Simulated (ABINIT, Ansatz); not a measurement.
# A GW chain in ABINIT: AlTlO2 (Fd-3m), part 2 of 3

Wanted: ground state, empty states, screening and self-energy for AlTlO2 (Fd-3m).

ABINIT 10.8.3; LDA and many-body steps on it, plane waves. Known limits of the many-body steps: not at the basis limit; no spin-orbit coupling; coarse k mesh.

So far. Step 2 (Ground state): The gap is indirect, with the least direct gap 0.17 eV higher.

## 3. Bands along the symmetry lines

Level of this step: DFT, LDA, plane waves, norm-conserving pseudopotentials (ABINIT).

Levels along a band path, at the cheap level, show where the edges lie and whether the meshes to come will hold them.

Contents of run.abi:

```
acell 3*1.0 Angstrom
rprim 
  0.000000000000 4.042720000000 4.042720000000
  4.042720000000 0.000000000000 4.042720000000
  4.042720000000 4.042720000000 -0.000000000000
ntypat 3
znucl 13 81 8
natom 8
typat 1 1 2 2 3 3 3 3
xred 
  0.250000000000 0.250000000000 0.250000000000
  0.000000000000 -0.000000000000 0.000000000000
  0.750000000000 0.750000000000 0.750000000000
  0.500000000000 0.500000000000 0.500000000000
  0.125000000000 0.125000000000 0.125000000000
  0.625000000000 0.125000000000 0.125000000000
  0.125000000000 0.625000000000 0.125000000000
  0.125000000000 0.125000000000 0.625000000000
pp_dirpath "pseudos"
pseudos "Al.upf, Tl.upf, O.upf"
ecut 42
iscf -2
irdden 1
kptopt 0
nkpt 26
kpt 
  0.00000000 0.00000000 0.00000000
  0.12500000 0.00000000 0.12500000
  0.25000000 0.00000000 0.25000000
  0.37500000 0.00000000 0.37500000
  0.50000000 0.00000000 0.50000000
  0.53125000 0.06250000 0.53125000
  0.56250000 0.12500000 0.56250000
  0.59375000 0.18750000 0.59375000
  0.62500000 0.25000000 0.62500000
  0.37500000 0.37500000 0.75000000
  0.28125000 0.28125000 0.56250000
  0.18750000 0.18750000 0.37500000
  0.09375000 0.09375000 0.18750000
  0.00000000 0.00000000 0.00000000
  0.12500000 0.12500000 0.12500000
  0.25000000 0.25000000 0.25000000
  0.37500000 0.37500000 0.37500000
  0.50000000 0.50000000 0.50000000
  0.50000000 0.43750000 0.56250000
  0.50000000 0.37500000 0.62500000
  0.50000000 0.31250000 0.68750000
  0.50000000 0.25000000 0.75000000
  0.50000000 0.18750000 0.68750000
  0.50000000 0.12500000 0.62500000
  0.50000000 0.06250000 0.56250000
  0.50000000 0.00000000 0.50000000
istwfk *1
nband 43
nbdbuf 2
tolwfr 1e-08
nstep 40
prtwf 0
prtvol 0
indata_prefix "in"
outdata_prefix "out"
tmpdata_prefix "tmp"
```

Launch:

```
$ OMP_NUM_THREADS=1 mpirun -n 4 abinit run.abi > log
```

Numbers of over 12 decimals in the logs are rounded to 6 here.

The program printed:

```text
.Version 10.8.3 of ABINIT. v10.8.2 released Aug 2026.

 Symmetries : space group Fd -3 m (#227); Bravais cF (face-center cubic)
[... echo of the input left out ...]
== DATASET  1 ==================================================================
-   mpi_nproc: 4, omp_nthreads: 1 (-1 if OMP is not activated)

--- !DatasetInfo
iteration_state: {dtset: 1, }
dimensions: {natom: 8, nkpt: 26, mband: 43, nsppol: 1, nspinor: 1, nspden: 1, mpw: 11620, }
cutoff_energies: {ecut:  42.0, pawecutdg:  -1.0, }
electrons: {nelect:   7.20000000E+01, charge:   0.00000000E+00, occopt:   1.00000000E+00, tsmear:   1.00000000E-02, }

 Real(R)+Recip(G) space primitive vectors, cartesian coordinates (Bohr,Bohr^-1):
 R(1)=  0.0000000  7.6396336  7.6396336  G(1)= -0.0654482  0.0654482  0.0654482
 R(2)=  7.6396336  0.0000000  7.6396336  G(2)=  0.0654482 -0.0654482  0.0654482
 R(3)=  7.6396336  7.6396336  0.0000000  G(3)=  0.0654482  0.0654482 -0.0654482
 Unit cell volume ucvol=  8.9175918E+02 bohr^3
 Angles (23,13,12)=  6.00000000E+01  6.00000000E+01  6.00000000E+01 degrees

 getcut: wavevector=  0.0000  0.0000  0.0000  ngfft=  64  64  64
         ecut(hartree)=     42.000   => boxcut(ratio)=   2.03050

--- Pseudopotential description ------------------------------------------------
- Al Generated using ONCVPSP code by D. R. Hamann
- 13.00000   3.00000  180309                  znucl, zion, pspdat
12 -1012 2 -1 1854                            pspcod,pspxc,lmax,lloc,mmax
     nproj     2     2     2
  pspatm : epsatm=    0.57439143
         --- l  ekb(1:nproj) -->
             0    5.725870    0.726131
             1    6.190420    0.914022
             2   -4.229503   -0.925599
 pspatm: atomic psp has been read  and splines computed

- Tl Generated using ONCVPSP code by D. R. Hamann
- 81.00000  21.00000  180309                  znucl, zion, pspdat
12 -1012 2 -1 1936                            pspcod,pspxc,lmax,lloc,mmax
     nproj     2     2     2
  pspatm : epsatm=   25.97486215
         --- l  ekb(1:nproj) -->
[...]
pspatm: atomic psp has been read  and splines computed

- O Generated using ONCVPSP code by D. R. Hamann
-  8.00000   6.00000  201201                  znucl, zion, pspdat
12 -1012 2 -1 926                             pspcod,pspxc,lmax,lloc,mmax
     nproj     2     2     1
  pspatm : epsatm=    6.24525921
         --- l  ekb(1:nproj) -->
[...]
2   -1.033686
 pspatm: atomic psp has been read  and splines computed

--------------------------------------------------------------------------------

================================================================================
 prteigrs : about to open file out_EIG
 Non-SCF case, kpt    1 (  0.00000  0.00000  0.00000), residuals and eigenvalues=
  5.40E-09  3.44E-09  2.79E-09  5.15E-09  8.73E-09  2.92E-09  4.84E-09  7.90E-09
[...]
5.0321E-01
 Non-SCF case, kpt   26 (  0.50000  0.00000  0.50000), residuals and eigenvalues=
[...]
1.1050E-01  1.1050E-01  1.1108E-01  1.1108E-01  1.3337E-01  1.3337E-01
  2.6374E-01  2.6374E-01  3.1244E-01  3.1244E-01  3.8623E-01  3.8623E-01
  5.0503E-01

--- !ResultsGS
iteration_state: {dtset: 1, }
comment   : Summary of ground state results
lattice_vectors:
- [  0.0000000,   7.6396336,   7.6396336, ]
- [  7.6396336,   0.0000000,   7.6396336, ]
- [  7.6396336,   7.6396336,  -0.0000000, ]
lattice_lengths: [  10.80407,   10.80407,   10.80407, ]
lattice_angles: [ 60.000,  60.000,  60.000, ] # degrees, (23, 13, 12)
lattice_volume:   8.9175918E+02
convergence: {deltae:  0.000E+00, res2:  0.000E+00, residm:  9.957E-09, diffor:  0.000E+00, }
etotal    :  -4.54279057E+02
entropy   :   0.00000000E+00
fermie    :   1.49680718E-01
cartesian_stress_tensor: null
pressure_GPa: null
xred      :
- [  2.5000E-01,   2.5000E-01,   2.5000E-01, Al]
- [  0.0000E+00,   0.0000E+00,   0.0000E+00, Al]
- [  7.5000E-01,   7.5000E-01,   7.5000E-01, Tl]
- [  5.0000E-01,   5.0000E-01,   5.0000E-01, Tl]
- [  1.2500E-01,   1.2500E-01,   1.2500E-01,  O]
- [  6.2500E-01,   1.2500E-01,   1.2500E-01,  O]
- [  1.2500E-01,   6.2500E-01,   1.2500E-01,  O]
- [  1.2500E-01,   1.2500E-01,   6.2500E-01,  O]
cartesian_forces: null
force_length_stats: {min: null, max: null, mean: null, }

 Integrated electronic density in atomic spheres:
 ------------------------------------------------
 Atom  Sphere_radius  Integrated_density
[...]
================================================================================

 ----iterations are completed or convergence reached----

 Mean square residual over all n,k,spin=   52.216E-10; max=  99.574E-10
 reduced coordinates (array xred) for    8 atoms
[...]
cartesian coordinates (angstrom) at end:
    1      2.021360     2.021360     2.021360
    2      0.000000     0.000000     0.000000
    3      6.064080     6.064080     6.064080
[...]
7      3.032040     1.010680     3.032040
    8      3.032040     3.032040     1.010680
 length scales=  1.889726125908  1.889726125908  1.889726125908 bohr
              =  1.000000000000  1.000000000000  1.000000000000 angstroms
 prteigrs : about to open file out_EIG
 Eigenvalues (hartree) for nkpt=  26  k points:
 kpt#   1, nband= 43, wtk=  1.00000, kpt=  0.0000  0.0000  0.0000 (reduced coord)
[...]
kpt#   2, nband= 43, wtk=  1.00000, kpt=  0.1250  0.0000  0.1250 (reduced coord)
[...]
kpt#   3, nband= 43, wtk=  1.00000, kpt=  0.2500  0.0000  0.2500 (reduced coord)
[...]
kpt#  25, nband= 43, wtk=  1.00000, kpt=  0.5000  0.0625  0.5625 (reduced coord)
[...]
0.38763    0.38763    0.50321
 kpt#  26, nband= 43, wtk=  1.00000, kpt=  0.5000  0.0000  0.5000 (reduced coord)
[...]
-0.02062   -0.02062    0.03681    0.03681    0.06393    0.06393    0.11050    0.11050
   0.11108    0.11108    0.13337    0.13337    0.26374    0.26374    0.31244    0.31244
   0.38623    0.38623    0.50503

== END DATASET(S) ==============================================================
================================================================================

 -outvars: echo values of variables after computation  --------
            nband          43
             nkpt          26
          spgroup         227
 [... the other variables as echoed above ...]

 Calculation completed.
```

Run time: 54 s. Hardware: 4 MPI ranks of Intel Xeon 6975P-C (Granite Rapids), shared host; peak memory 0.63 GiB; 3.6 min of CPU time.

This step gave:

* gap: 2.146 eV
* k of the valence top: 0.5, 0.5, 0.5
* k of the conduction bottom: 0.2812, 0.2812, 0.5625
* least direct gap: 2.359 eV

The gap is 2.146 eV, −0.123 eV from the run before at this level.

The electronic bands at the labelled points (eV, zero at the top of the highest filled band):

```tsv
point	band 33	band 34	band 35	band 36	band 37	band 38	band 39	band 40
Γ	-1.46	-0.01	-0.01	-0.01	2.50	2.50	2.50	6.29
X	-1.05	-1.05	-0.44	-0.44	3.10	3.10	4.43	4.43
U	-1.08	-0.88	-0.81	-0.34	2.28	3.21	4.32	5.32
jump to K	-1.08	-0.88	-0.81	-0.34	2.28	3.21	4.32	5.32
Γ	-1.46	-0.01	-0.01	-0.01	2.50	2.50	2.50	6.29
L	-1.05	-0.67	-0.67	0.00	2.49	3.28	3.28	6.08
W	-0.94	-0.94	-0.59	-0.59	2.59	2.59	4.96	4.96
X	-1.05	-1.05	-0.44	-0.44	3.10	3.10	4.43	4.43
```

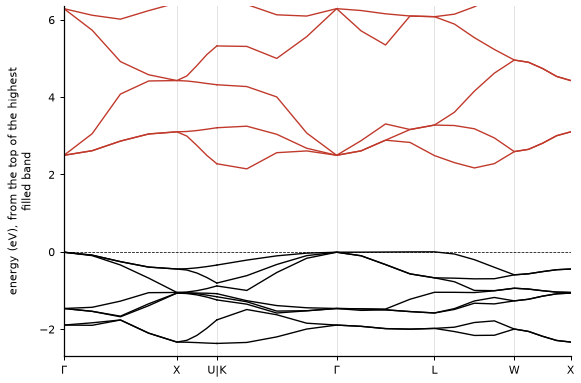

Electronic bands along the path; lines of filled and empty bands in two colours.

## 4. Empty states on the mesh, 2×2×2 mesh, 110 bands

The sums over transitions need many empty states on a uniform mesh; this step solves for them.

Contents of run.abi:

```
acell 3*1.0 Angstrom
rprim 
  0.000000000000 4.042720000000 4.042720000000
  4.042720000000 0.000000000000 4.042720000000
  4.042720000000 4.042720000000 -0.000000000000
ntypat 3
znucl 13 81 8
natom 8
typat 1 1 2 2 3 3 3 3
xred 
  0.250000000000 0.250000000000 0.250000000000
  0.000000000000 -0.000000000000 0.000000000000
  0.750000000000 0.750000000000 0.750000000000
  0.500000000000 0.500000000000 0.500000000000
  0.125000000000 0.125000000000 0.125000000000
  0.625000000000 0.125000000000 0.125000000000
  0.125000000000 0.625000000000 0.125000000000
  0.125000000000 0.125000000000 0.625000000000
pp_dirpath "pseudos"
pseudos "Al.upf, Tl.upf, O.upf"
ecut 42
ngkpt 2 2 2
nshiftk 1
shiftk 0 0 0
kptopt 1
chksymbreak 0
iscf -2
irdden 1
istwfk *1
nband 110
nbdbuf 10
tolwfr 1e-09
nstep 60
prtvol 0
indata_prefix "in"
outdata_prefix "out"
tmpdata_prefix "tmp"
```

Launch:

```
$ OMP_NUM_THREADS=1 mpirun -n 3 abinit run.abi > log
```

The program printed:

```text
.Version 10.8.3 of ABINIT. v10.8.2 released Aug 2026.

 Symmetries : space group Fd -3 m (#227); Bravais cF (face-center cubic)
[... echo of the input left out ...]
== DATASET  1 ==================================================================
-   mpi_nproc: 3, omp_nthreads: 1 (-1 if OMP is not activated)

--- !DatasetInfo
iteration_state: {dtset: 1, }
dimensions: {natom: 8, nkpt: 3, mband: 110, nsppol: 1, nspinor: 1, nspden: 1, mpw: 11618, }
cutoff_energies: {ecut:  42.0, pawecutdg:  -1.0, }
electrons: {nelect:   7.20000000E+01, charge:   0.00000000E+00, occopt:   1.00000000E+00, tsmear:   1.00000000E-02, }

 Real(R)+Recip(G) space primitive vectors, cartesian coordinates (Bohr,Bohr^-1):
 R(1)=  0.0000000  7.6396336  7.6396336  G(1)= -0.0654482  0.0654482  0.0654482
 R(2)=  7.6396336  0.0000000  7.6396336  G(2)=  0.0654482 -0.0654482  0.0654482
 R(3)=  7.6396336  7.6396336  0.0000000  G(3)=  0.0654482  0.0654482 -0.0654482
 Unit cell volume ucvol=  8.9175918E+02 bohr^3
 Angles (23,13,12)=  6.00000000E+01  6.00000000E+01  6.00000000E+01 degrees

 getcut: wavevector=  0.0000  0.0000  0.0000  ngfft=  64  64  64
         ecut(hartree)=     42.000   => boxcut(ratio)=   2.03050

--- Pseudopotential description ------------------------------------------------
- Al Generated using ONCVPSP code by D. R. Hamann
- 13.00000   3.00000  180309                  znucl, zion, pspdat
12 -1012 2 -1 1854                            pspcod,pspxc,lmax,lloc,mmax
     nproj     2     2     2
  pspatm : epsatm=    0.57439143
         --- l  ekb(1:nproj) -->
             0    5.725870    0.726131
             1    6.190420    0.914022
             2   -4.229503   -0.925599
 pspatm: atomic psp has been read  and splines computed

- Tl Generated using ONCVPSP code by D. R. Hamann
- 81.00000  21.00000  180309                  znucl, zion, pspdat
12 -1012 2 -1 1936                            pspcod,pspxc,lmax,lloc,mmax
     nproj     2     2     2
  pspatm : epsatm=   25.97486215
         --- l  ekb(1:nproj) -->
[...]
pspatm: atomic psp has been read  and splines computed

- O Generated using ONCVPSP code by D. R. Hamann
-  8.00000   6.00000  201201                  znucl, zion, pspdat
12 -1012 2 -1 926                             pspcod,pspxc,lmax,lloc,mmax
     nproj     2     2     1
  pspatm : epsatm=    6.24525921
         --- l  ekb(1:nproj) -->
[...]
2   -1.033686
 pspatm: atomic psp has been read  and splines computed

--------------------------------------------------------------------------------

================================================================================
 prteigrs : about to open file out_EIG
 Non-SCF case, kpt    1 (  0.00000  0.00000  0.00000), residuals and eigenvalues=
  6.28E-10  8.79E-10  2.06E-10  2.63E-10  8.41E-10  2.67E-10  2.46E-10  8.35E-10
  9.02E-10  2.66E-10  3.36E-10  6.90E-10  1.81E-10  2.98E-10  6.48E-10  2.49E-10
  4.22E-10  9.32E-11  4.60E-10  9.58E-10  4.27E-10  6.12E-10  8.75E-10  2.69E-10
[...]
3.53E-05  7.17E-09  6.53E-08  3.71E-04  4.46E-08  1.02E-07
 -4.4762E+00 -4.4762E+00 -2.4536E+00 -2.4536E+00 -2.4536E+00 -2.4535E+00
 -2.4535E+00 -2.4535E+00 -4.7271E-01 -4.2936E-01 -4.2936E-01 -4.2936E-01
[...]
1.3242E+00  1.3262E+00  1.4047E+00  1.4157E+00  1.4157E+00  1.4204E+00
  1.4283E+00  1.4283E+00
 prteigrs : prtvol=0 or 1, do not print more k-points.

--- !ResultsGS
iteration_state: {dtset: 1, }
comment   : Summary of ground state results
lattice_vectors:
- [  0.0000000,   7.6396336,   7.6396336, ]
- [  7.6396336,   0.0000000,   7.6396336, ]
- [  7.6396336,   7.6396336,  -0.0000000, ]
lattice_lengths: [  10.80407,   10.80407,   10.80407, ]
lattice_angles: [ 60.000,  60.000,  60.000, ] # degrees, (23, 13, 12)
lattice_volume:   8.9175918E+02
convergence: {deltae:  0.000E+00, res2:  0.000E+00, residm:  9.940E-10, diffor:  0.000E+00, }
etotal    :  -4.54279057E+02
entropy   :   0.00000000E+00
fermie    :   1.49680718E-01
cartesian_stress_tensor: null
pressure_GPa: null
xred      :
- [  2.5000E-01,   2.5000E-01,   2.5000E-01, Al]
- [  0.0000E+00,   0.0000E+00,   0.0000E+00, Al]
- [  7.5000E-01,   7.5000E-01,   7.5000E-01, Tl]
- [  5.0000E-01,   5.0000E-01,   5.0000E-01, Tl]
- [  1.2500E-01,   1.2500E-01,   1.2500E-01,  O]
- [  6.2500E-01,   1.2500E-01,   1.2500E-01,  O]
- [  1.2500E-01,   6.2500E-01,   1.2500E-01,  O]
- [  1.2500E-01,   1.2500E-01,   6.2500E-01,  O]
cartesian_forces: null
force_length_stats: {min: null, max: null, mean: null, }

 Integrated electronic density in atomic spheres:
 ------------------------------------------------
 Atom  Sphere_radius  Integrated_density
[...]
================================================================================

 ----iterations are completed or convergence reached----

 Mean square residual over all n,k,spin=   51.657E-11; max=  99.395E-11
 reduced coordinates (array xred) for    8 atoms
[...]
0.125000000000      0.625000000000      0.125000000000
       0.125000000000      0.125000000000      0.625000000000

 cartesian coordinates (angstrom) at end:
    1      2.021360     2.021360     2.021360
    2      0.000000     0.000000     0.000000
    3      6.064080     6.064080     6.064080
[...]
7      3.032040     1.010680     3.032040
    8      3.032040     3.032040     1.010680
 length scales=  1.889726125908  1.889726125908  1.889726125908 bohr
              =  1.000000000000  1.000000000000  1.000000000000 angstroms
 prteigrs : about to open file out_EIG
 Eigenvalues (hartree) for nkpt=   3  k points:
 kpt#   1, nband=110, wtk=  0.12500, kpt=  0.0000  0.0000  0.0000 (reduced coord)
[...]
1.18578    1.19793    1.19793    1.19793    1.26695    1.26695    1.26695    1.27419
   1.27419    1.30211    1.30211    1.30211    1.32419    1.32419    1.32419    1.32622
   1.40470    1.41570    1.41570    1.42035    1.42835    1.42835
 prteigrs : prtvol=0 or 1, do not print more k-points.

== END DATASET(S) ==============================================================
================================================================================

 -outvars: echo values of variables after computation  --------
            nband         110
             nkpt           3
          spgroup         227
 [... the other variables as echoed above ...]

 Calculation completed.
```

Wall time 39 s (3 MPI ranks); peak memory 0.42 GiB; 1.9 min of CPU time.

This step gave:

```yaml
gap: 2.489 eV
k_of_the_valence_top: 0.5, 0, 0
k_of_the_conduction_bottom: 0.5, 0, 0
least_direct_gap: 2.489 eV
k_points_computed: 3
lowest_point_of_the_top_converged_band_above_the_valence_top: 31.23 eV
```

On this mesh the gap is 2.489 eV. The earlier step found 2.269 eV, so this mesh misses an edge.

## 5. Screening, 2×2×2 mesh, 100 bands, screening to 98 eV

The RPA dielectric matrix is built and inverted for each q.

This step: RPA screening on LDA, plane waves, norm-conserving pseudopotentials.

Edit run.abi of step 4 so:

```diff
@@ -26,10 +26,11 @@
 chksymbreak 0
-iscf -2
-irdden 1
 istwfk *1
-nband 110
-nbdbuf 10
-tolwfr 1e-09
-nstep 60
-prtvol 0
+occopt 1
+irdwfk 1
+optdriver 3
+nband 100
+ecuteps 3.6
+inclvkb 2
+awtr 1
+symchi 1
 indata_prefix "in"
```

Launch:

```
$ OMP_NUM_THREADS=1 mpirun -n 4 abinit run.abi > log
```

The program printed:

```text
.Version 10.8.3 of ABINIT. v10.8.2 released Aug 2026.

 Symmetries : space group Fd -3 m (#227); Bravais cF (face-center cubic)
[... echo of the input left out ...]
== DATASET  1 ==================================================================
-   mpi_nproc: 4, omp_nthreads: 1 (-1 if OMP is not activated)

--- !DatasetInfo
iteration_state: {dtset: 1, }
dimensions: {natom: 8, nkpt: 3, mband: 100, nsppol: 1, nspinor: 1, nspden: 1, mpw: 11618, }
cutoff_energies: {ecut:  42.0, pawecutdg:  -1.0, }
electrons: {nelect:   7.20000000E+01, charge:   0.00000000E+00, occopt:   1.00000000E+00, tsmear:   1.00000000E-02, }

 SCREENING: Calculation of the susceptibility and dielectric matrices

 Based on a program developped by R.W. Godby, V. Olevano, G. Onida, and L. Reining.
 Incorporated in ABINIT by V. Olevano, G.-M. Rignanese, and M. Torrent.
.Using double precision arithmetic ; gwpc =  8

[... cell and pseudopotentials left out ...]
--------------------------------------------------------------------------------

 ==== K-mesh for the wavefunctions ====
 Number of points in the irreducible wedge :     3
[... list of points left out ...]
 Together with 48 symmetry operations and time-reversal symmetry
 yields     8 points in the full Brillouin Zone.

 ==== Q-mesh for the screening function ====
 Number of points in the irreducible wedge :     3
[... list of points left out ...]
 Together with 48 symmetry operations and time-reversal symmetry
 yields     8 points in the full Brillouin Zone.

 setmesh: FFT mesh size selected  =    48x   48x   48
          total number of points  =       110592

 vcoul_init : cutoff-mode = AUXILIARY_FUNCTION
 q-points for optical limit:   1
     1)      0.000010    0.000020    0.000030

- screening: taking advantage of time-reversal symmetry
- Maximum band index for partially occupied states nbvw = 36
- Remaining bands to be divided among processors   nbcw = 64
- Number of bands treated by each node ~16

 Number of electrons calculated from density =   72.0000; Expected =   72.0000
 average of density, n =  0.080739
 r_s =    1.4353
 omega_plasma =   27.4093 [eV]

 calculating chi0 at frequencies [eV] :
  1    0.000000E+00    0.000000E+00
  2    0.000000E+00    2.740931E+01

--------------------------------------------------------------------------------
  q-point number  1        q = ( 0.000000, 0.000000, 0.000000) [r.l.u.]
--------------------------------------------------------------------------------
[... chi0 elements left out ...]
 For q-point:  0.000010 0.000020 0.000030
  dielectric constant =   5.4229
  dielectric constant without local fields =   6.0530

  Average fulfillment of the sum rule on Im[epsilon] for q-point    1 :     36.39  [%]
[... wings left out ...]
  q-point number  2        q = ( 0.500000, 0.000000, 0.000000) [r.l.u.]
--------------------------------------------------------------------------------
[... chi0 elements left out ...]
  Average fulfillment of the sum rule on Im[epsilon] for q-point    2 :     43.61  [%]

 [... 1 further q-points ...]
```

The job ended after 35 s (4 MPI ranks; peak memory 2.1 GiB; 2.3 min of CPU time).

Numbers from this step:

```
ε∞ with local fields, on this mesh, along the program's q direction : 5.423
the same without local fields                                       : 6.053
plasma frequency                                                    : 27.41 eV
plane waves in the screening matrix                                 : 283
```

Local fields lower ε∞ by 10 %. On a Γ-centred mesh this coarse the value itself is usually too large, while a short band sum pulls it down.

[end of part 2 of 3]

[Paths, hosts, dates, memory and timing lines, banners, echoed tables and standing remarks are left out of the program output.]

[Logs are printed without paths, hosts, clocks, repeated set-up lines and the standing remarks that a program may print on its own settings, such as how far it seeks lower states.]

[Runs of the session that timed out or met a known fault of the program may be left out.]

[Hosts, paths, dates, database ids (printed as entryN), source tags and the programs' standing remarks are cut or masked in the printed files.]

[G0W0 gaps are taken among the corrected bands and points alone; a level outside them can change the order at an edge.]

[Where Ansatz stands beside ABINIT at settings called matched, ABINIT's density can come from a denser mesh and the files from another edition; pairs whose starting gaps differed by over 0.03 eV were left out, so agreement reads better than it is.]
